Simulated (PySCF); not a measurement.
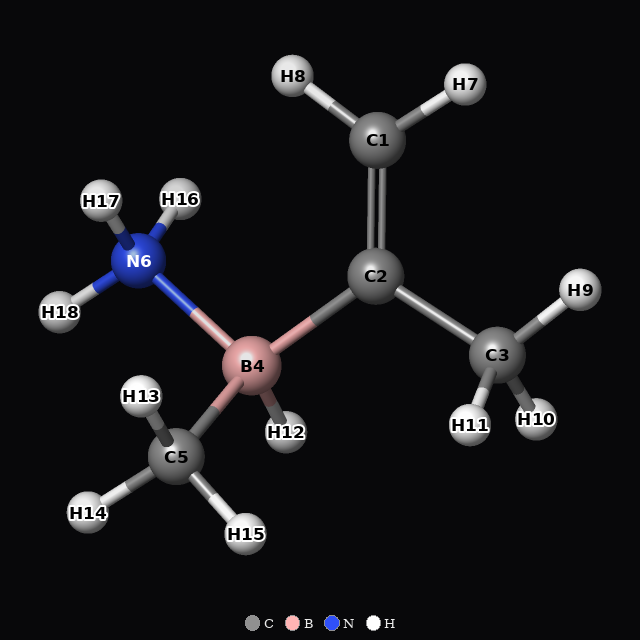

Computed geometry: PBE0-D3(BJ)/def2-SVP optimisation. No frequency run is at hand to confirm it as a minimum. Electric field gradients from the ground-state density, PBE0/pcSseg-1 (PySCF 2.14.0), non-relativistic apart from any core potentials.

Give the largest field-gradient component, the quadrupole coupling constant and the asymmetry for 11B at B4 (Q = 40.59 mb), 14N at N6 (Q = 20.44 mb), 2H at H7 (Q = 2.86 mb), 2H at H8 (Q = 2.86 mb).

```tsv
atom	V_zz (a.u.)	e²qQ/h (MHz)	η
B4	0.257	2.45	0.09
N6	−0.495	−2.38	0.03
H7	0.305	0.205	0.09
H8	0.309	0.207	0.10
```
